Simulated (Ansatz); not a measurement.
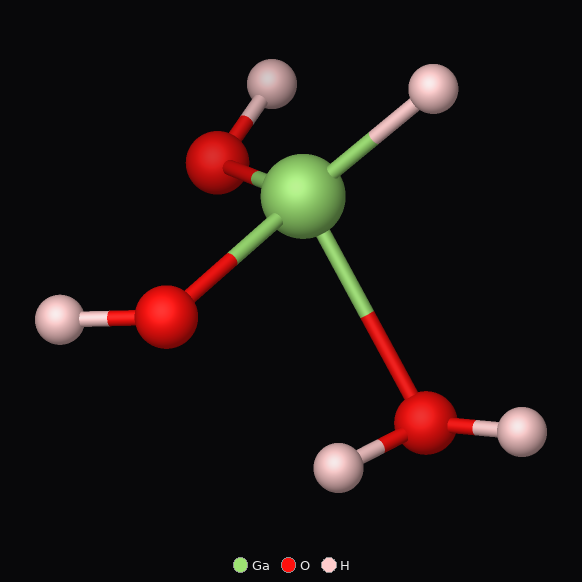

Rendered structure (ball-and-stick style).

Identify the structure.

It has 9 atoms: 1 gallium, 5 hydrogen and 3 oxygen (GaH5O3). The point group is C1. Coordination, clear cases only: 1 O trigonal pyramidal; 2 O bent.

More results for the same structure follow; atom numbers are the same in all pictures, views and colours differ. The computed structure is the end point of a PBE0-D4/def2-TZVP optimisation.

## Dipole moment

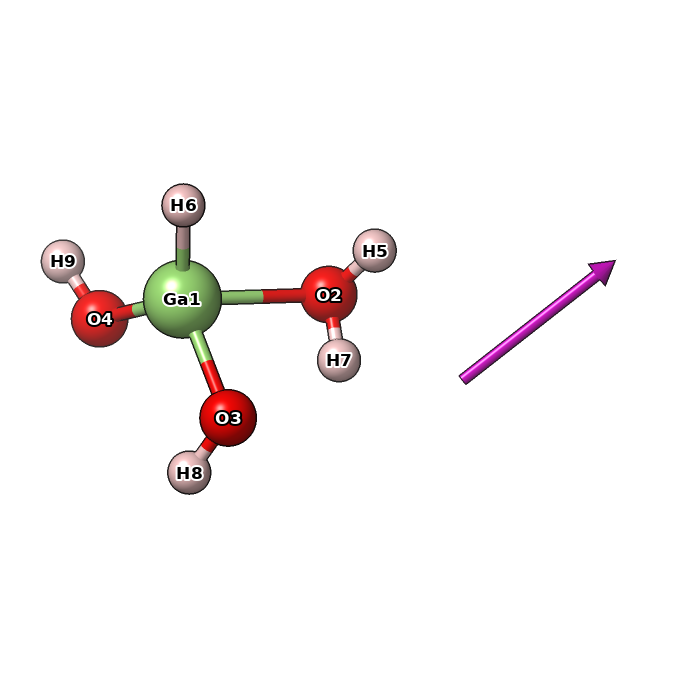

The arrow beside the molecule shows the direction of the dipole moment, from the negative to the positive end (its length means nothing). Level of theory: RKS PBE0-D4/def2-TZVP (Ansatz 0.2.0).

Question: Estimate the dipole moment.

Answer: 2.47 D; it points from the side of H8 to the side of H5 (the outermost atoms at the two ends).

## Vibrations

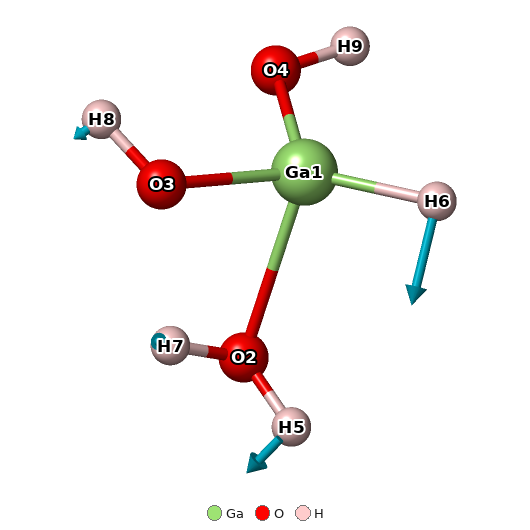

The arrows show one normal mode. Harmonic vibrations computed with RKS PBE0-D4/def2-TZVP (Ansatz 0.2.0) at a stationary point of the same level.

Question: What kind of motion is it?

Answer: Mostly H–Ga–O bending.

Question: At what wavenumber does it lie?

Answer: 626 cm⁻¹; it is mode 10 of 21 counted from the lowest.

## Charges

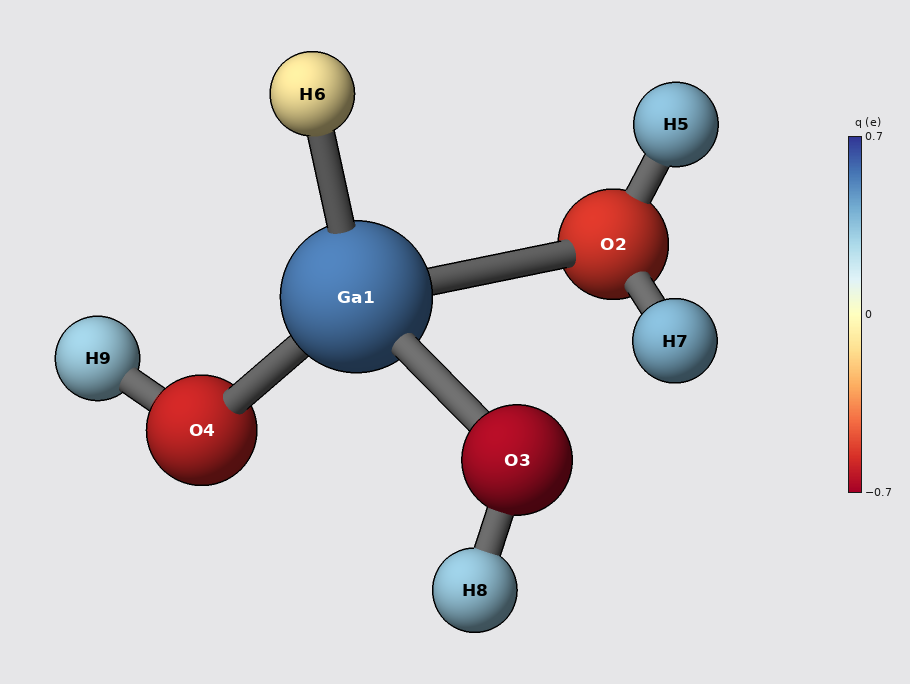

Atoms are coloured by their Mulliken charges. Properties computed with RKS PBE0-D4/def2-TZVP (Ansatz 0.2.0).

Question: Which atom carries the highest charge (most positive or least negative)?

Answer: Ga1 (0.53 e).

Question: And the lowest?

Answer: O3 (−0.66 e).

List the Mulliken charges.

```
atom  value (e)
 Ga1       0.53
  O2      −0.54
  O3      −0.66
  O4      −0.58
  H5       0.35
  H6      −0.10
  H7       0.37
  H8       0.32
  H9       0.31
```

Mulliken values depend strongly on the basis set and can even reverse the polarity of a bond.
